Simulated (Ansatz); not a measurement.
System: a (111) slab cut from Si (Fd-3m), of composition Si₁₆H₄Cl₅ (not the bulk's), ended by Si planes, 25 atoms in the cell; a = 7.67 Å, b = 7.67 Å, c = 25.43 Å, α = 90.00°, β = 90.00°, γ = 120.00°.

Level of theory: DFT PBE+D3(BJ), scalar-relativistic, plane waves, PAW, spin-polarised, 3×3×1 k mesh; code Ansatz 0.2.0.

What does the potential across the slab give for the work function?

The work function is 6.49 eV at the right face and 5.94 eV at the left. The vacuum level is 0.56 eV higher at the right than at the left, so the slab carries a dipole along its normal; the ramp in the vacuum, at or near the edge of the plot, is the dipole correction that keeps each side flat. Some atoms were held fixed in the relaxation, which can itself make the faces differ. The outermost atoms are 8.1 Å apart, which leaves 17.3 Å of vacuum in a cell 25.4 Å high.

The run may have settled in a state above the lowest, so this need not be the ground state. Some starting moments didn't survive the run.

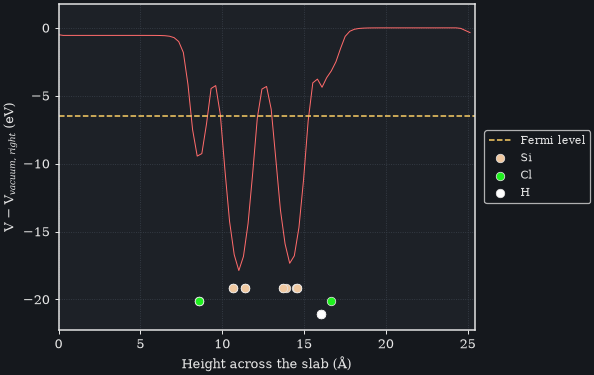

Plane-averaged electrostatic potential energy of an electron across the slab; circles at the bottom mark the heights of the atoms (positions after relaxation).
